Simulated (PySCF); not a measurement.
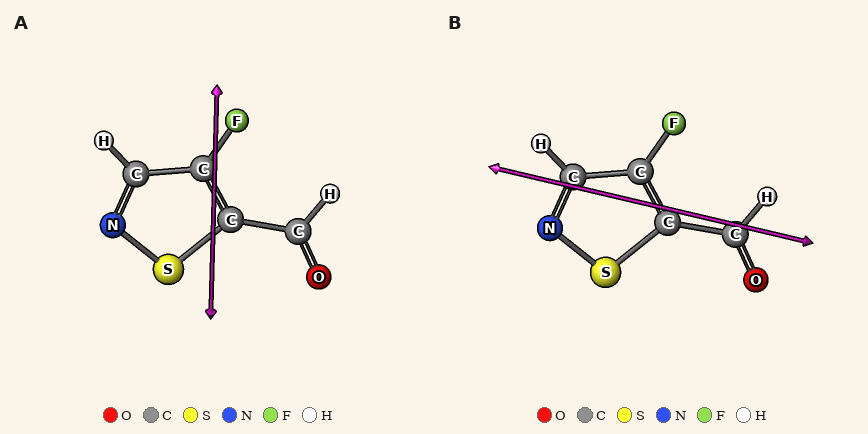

The double arrows show the directions of two transition dipoles from the ground state (lengths mean nothing). Computed geometry: GFN2-xTB optimisation. No frequency run is at hand to confirm it as a minimum. Properties computed with TDDFT CAM-B3LYP/def2-SVPD, vertical, gas phase, core orbitals frozen in the response (PySCF 2.14.0).

Question. One belongs to singlet state 2 and one to singlet state 4. Which is which?

Answer. A: state 2, 4.85 eV (256 nm), oscillator strength 0.091, mainly HOMO → LUMO (weight 0.91).
B: state 4, 5.26 eV (236 nm), oscillator strength 0.22, mainly HOMO−2 → LUMO (weight 0.90).
